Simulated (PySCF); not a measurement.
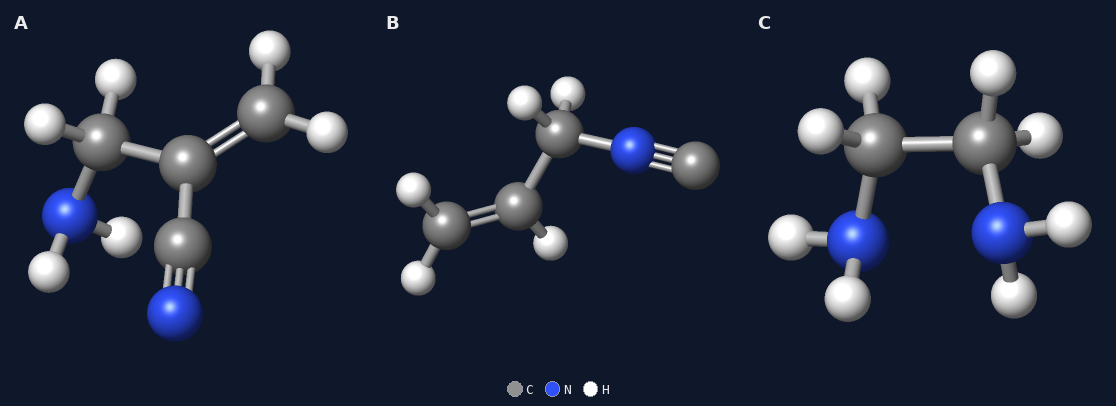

Simulated data, not a measurement (program: PySCF).

Which panel belongs to which SMILES?
(1) [C-]#[N+]CC=C
(2) NCCN
(3) C=C(C#N)CN

Answer. A is (3), B is (1), C is (2).
